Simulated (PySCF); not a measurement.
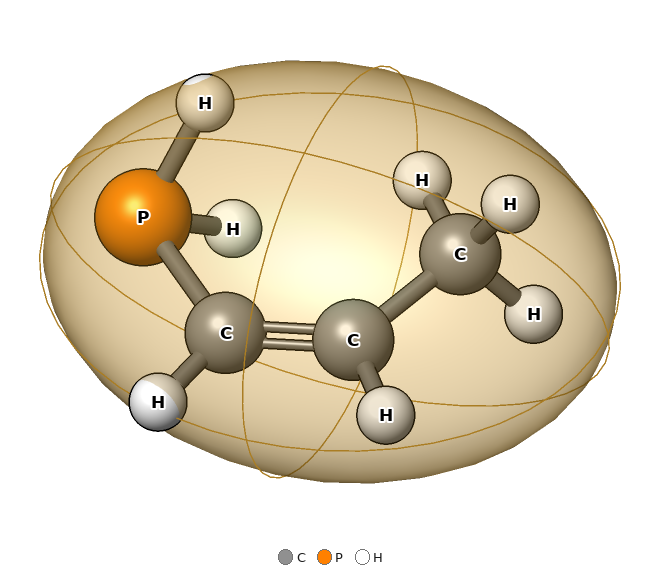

The ellipsoid shows the static dipole polarisability: its half-axes are proportional to the principal values. The geometry was computed by an optimisation with GFN2-xTB. No frequency run is at hand to confirm it as a minimum. Level of theory: PBE0/def2-SVPD (PySCF 2.14.0).

### How large and how anisotropic is the polarisability?

Principal values 49.7, 60.1, 80.5 bohr³; mean 63.5 bohr³ (9.40 Å³); anisotropy 27.1 bohr³, so the longest axis is 1.62 times the shortest.

The geometry is semi-empirical. Around P such bond lengths and angles can be off by a tenth of an ångström or more and by several degrees, and values that hang on the shape move with them.
